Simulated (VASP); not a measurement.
Band structure of AlPt3 (ordered alloy cell). These are PBEsol GGA, VASP's PBE PAW potentials (set 64) (plane waves; VASP) values and carry that method's errors.

Unless said otherwise, spin-orbit coupling is left out, though it shifts the bands of the heavy elements here.

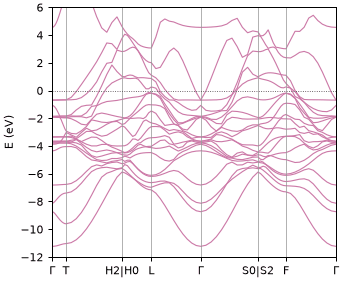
Figure. Bands along high-symmetry lines, zero at the valence-band maximum or, without a gap, the Fermi level

### Question
Read the plot: is there a gap, and where are the band edges?

### Answer
It has no gap at this level: it comes out as a metal or semimetal. (Edges off the drawn lines would not show.)

The structure was generated: AlPt3 was put into an ordered model structure (R-3m), which need not be its known phase. It was relaxed first. The electron count is odd and the run is not spin-polarised, which forces a metal.
